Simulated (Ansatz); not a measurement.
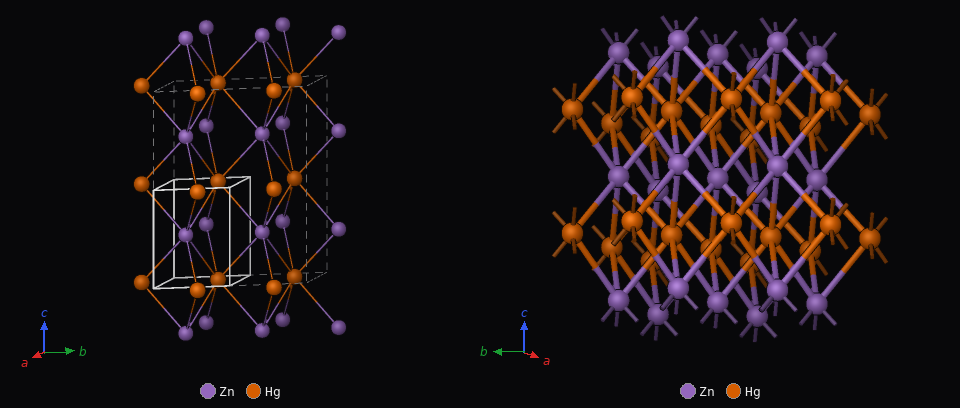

Left: the structure. Right: its underlying net. Nodes are coloured by element. Edges to nodes outside the piece are drawn as stubs.

The compound is ZnHg (space group P-6m2, No. 187), taken as the geometry relaxed with Ansatz, DFT PBE, scalar-relativistic, plane waves, PAW; the starting structure was generated, so it need not be a known form of this composition.

Bonds are taken as Hg–Zn below 3.2 Å. Atoms with one bond or none are removed and atoms with two bonds are replaced by edges, until no such atom is left.

The result is a uninodal 6-connected, three-periodic net: Zn and Hg are 6-connected nodes. It is the acs net, known from WC. It is a single net, without interpenetration.

| node | links | point symbol | coordination sequence |
| --- | --- | --- | --- |
| Zn and Hg | 6 | 4⁹·6⁶ | 6 20 42 74 114 164 222 290 366 452 |
